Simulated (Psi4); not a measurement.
# CH3ClSi (SMILES C[Si]Cl): HF/cc-pVQZ (density fitting, sweep point 3)

Aim: the vertical ionisation energy of CH3ClSi at HF/cc-pVQZ (density fitting, sweep point 3), from 2 runs. 

Program for the calculation: Psi4 1.11.

## 1. The structure to begin with

The species is CH3ClSi (6 atoms), meant as a singlet with charge 0. SMILES: `C[Si]Cl`. The shape is that of a PBE0-D4/def2-TZVP optimisation.

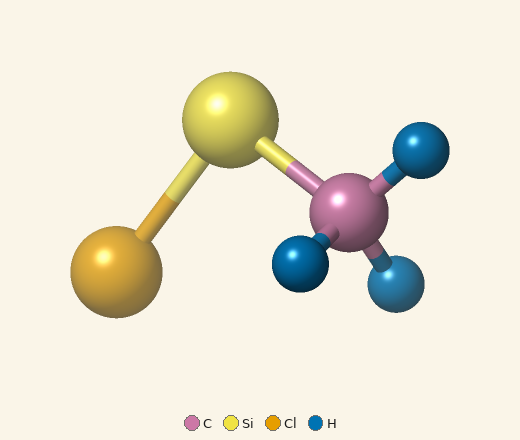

Viewed from a chosen angle; carbon pink, silicon yellow, chlorine amber, hydrogen blue.

## 2. The energy at HF/cc-pVQZ (density fitting, sweep point 3)

job.in

```
memory 1600 mb

molecule {
  C     -0.79538573     0.71091497    -0.33467050
  Si     0.43123550    -1.21339314     2.40581033
  Cl     3.51054422    -2.89865090     0.58298051
  H      0.66858510     2.01407010    -1.00420046
  H     -2.47308458     1.79505085     0.18916159
  H     -1.26252602    -0.52912331    -1.92638681
  units bohr
  symmetry c1
}

set basis cc-pVQZ
set reference rhf
set puream true
set scf_type df

result, w = energy("scf", return_wfn=True)
```

The run is started by

```sh
$ psi4 -i job.in -o job.out -n 1
```

job.out:

```text
[...]
  Running in c1 symmetry.
[...]
  Nuclear repulsion =  128.153233365116392
[...]
  Multiplicity = 1
[...]
  Nalpha       = 20
  Nbeta        = 20
[...]
    Number of basis functions: 263
[...]
   @DF-RHF iter   1:  -788.02570550821258   -5.77343e-01   1.53139e-03 ADIIS/DIIS
[...]
   @DF-RHF iter   7:  -788.11632078597484   -5.36002e-07   6.92402e-07 DIIS
[...]
    Orbital Energies [Eh]
    ---------------------
    Doubly Occupied:
       1A   -104.821347     2A    -68.827000     3A    -11.216271
       4A    -10.548723     5A     -8.015267     6A     -8.014510
       7A     -8.014196     8A     -6.169668     9A     -4.272243
      10A     -4.271503    11A     -4.269741    12A     -1.089350
      13A     -0.956705    14A     -0.638889    15A     -0.576131
      16A     -0.568527    17A     -0.499261    18A     -0.469507
      19A     -0.460288    20A     -0.335456
[...]
  @DF-RHF Final Energy:  -788.11632078597484
   => Energetics <=
    Nuclear Repulsion Energy =            128.1532333651163924
    One-Electron Energy =               -1344.4701022738486245
    Two-Electron Energy =                 428.2005481227573114
    Total Energy =                       -788.1163207859749491
[...]
 Multipole Moments:
 ------------------------------------------------------------------------------------
     Multipole            Electronic (a.u.)      Nuclear  (a.u.)        Total (a.u.)
 ------------------------------------------------------------------------------------
 L = 1.  Multiply by 2.5417464519 to convert [e a0] to [Debye]
 Dipole X            :          4.2471149           -4.8083688           -0.5612540
 Dipole Y            :         -4.1332798            4.6253043            0.4920244
 Dipole Z            :          2.4891329           -2.6683698           -0.1792368
 Magnitude           :                                                    0.7676066
[...]
```

It took 6.9 s on 1 thread of Intel Xeon Platinum 8275CL at 3.00GHz (Skylake/Cascade Lake), shared host; peak memory 0.66 GiB.

## 3. The doublet cation, same level

input.dat

```
memory 1600 MB

molecule molecule1 {
  1 2
  C     -0.79538573     0.71091497    -0.33467050
  Si     0.43123550    -1.21339314     2.40581033
  Cl     3.51054422    -2.89865090     0.58298051
  H      0.66858510     2.01407010    -1.00420046
  H     -2.47308458     1.79505085     0.18916159
  H     -1.26252602    -0.52912331    -1.92638681
  units au
  symmetry c1
}

set globals {
  basis     cc-pVQZ
  reference uhf
  puream    true
  scf_type  df
  maxiter   150
}

e, wfn = energy('scf', return_wfn=True)
print_variables()
```

The run is started by

```sh
$ psi4 -n 1 input.dat output.dat
```

output.dat:

```text
[...]
  Running in c1 symmetry.
[...]
  Nuclear repulsion =  128.153233365116392
[...]
  Multiplicity = 2
[...]
  Nalpha       = 20
  Nbeta        = 19
[...]
    Number of basis functions: 263
[...]
   @DF-UHF iter   1:  -787.70115190618685   -2.52789e-01   1.54884e-03 ADIIS/DIIS
[...]
   @DF-UHF iter  10:  -787.82036348207407   -6.24543e-07   5.77934e-07 DIIS
[...]
   @S^2 Observed:                7.706984946E-01
[...]
    Orbital Energies [Eh]
    ---------------------
    Alpha Occupied:
       1A   -105.054746     2A    -69.139242     3A    -11.461000
       4A    -10.779129     5A     -8.247945     6A     -8.243970
       7A     -8.243912     8A     -6.478111     9A     -4.585150
      10A     -4.579564    11A     -4.576215    12A     -1.314651
      13A     -1.193622    14A     -0.898509    15A     -0.799851
      16A     -0.790061    17A     -0.738401    18A     -0.692160
      19A     -0.682164    20A     -0.640275
    Alpha Virtual:
      21A     -0.220925    22A     -0.111331    23A     -0.066132
      24A     -0.036867    25A      0.001871    26A      0.006395
[...]
  @DF-UHF Final Energy:  -787.82036348207407
   => Energetics <=
    Nuclear Repulsion Energy =            128.1532333651163924
    One-Electron Energy =               -1334.5539902327057007
    Two-Electron Energy =                 418.5803933855153218
    Total Energy =                       -787.8203634820739580
  UHF NO Occupations:
  HONO-2 :   18  A 1.9982060
  HONO-1 :   19  A 1.9920537
[...]
 Multipole Moments:
 ------------------------------------------------------------------------------------
     Multipole            Electronic (a.u.)      Nuclear  (a.u.)        Total (a.u.)
 ------------------------------------------------------------------------------------
 L = 1.  Multiply by 2.5417464519 to convert [e a0] to [Debye]
 Dipole X            :          3.2913479           -4.8083688           -1.5170210
 Dipole Y            :         -3.7218748            4.6253043            0.9034295
 Dipole Z            :          3.3642043           -2.6683698            0.6958345
 Magnitude           :                                                    1.8978206
[...]
```

Run time: 8.7 s. Hardware: 1 thread of Intel Xeon Platinum 8275CL at 3.00GHz (Skylake/Cascade Lake), shared host; peak memory 0.66 GiB.

## 4. What came out

Level: HF/cc-pVQZ (density fitting, sweep point 3).

```
                                          quantity          value
                     singlet CH3ClSi: total energy  -788.11632 Eh
                    singlet CH3ClSi: dipole moment         1.95 D
                      singlet CH3ClSi: HOMO energy       -9.13 eV
                      singlet CH3ClSi: LUMO energy        0.59 eV
                    singlet CH3ClSi: HOMO–LUMO gap        9.72 eV
                      doublet cation: total energy  -787.82036 Eh
doublet cation: HOMO energy (highest over α and β)      -17.42 eV
 doublet cation: LUMO energy (lowest over α and β)       -7.06 eV
                              doublet cation: ⟨S²⟩          0.771
vertical ionisation energy (to the doublet cation)       8.053 eV
```

**Reading.** The vertical ionisation energy comes to 8.05 eV (186 kcal/mol). −ε(HOMO) before ionisation, 9.13 eV, is 1.07 eV above this ionisation energy.
